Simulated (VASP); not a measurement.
Band structure of K2S (antifluorite). Calculation: PBE GGA with D4 dispersion, VASP's PBE PAW potentials (set 64) (plane waves; VASP).

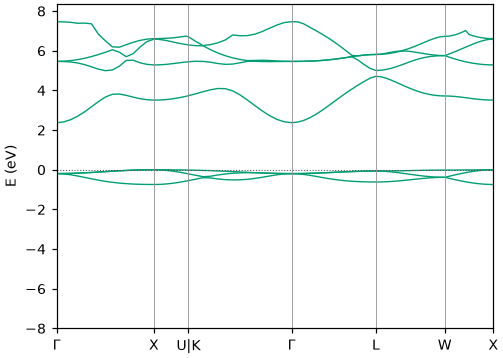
Fig. 1. Bands along high-symmetry lines, zero at the valence-band maximum or, without a gap, the Fermi level

Question: Read the plot: is there a gap, and where are the band edges?

Answer: The gap is indirect, 2.38 eV, from the valence maximum at X to the conduction minimum at Γ. (Edges off the drawn lines would not show.)

The compound is K2S in the antifluorite structure. The cell was not relaxed at this level.
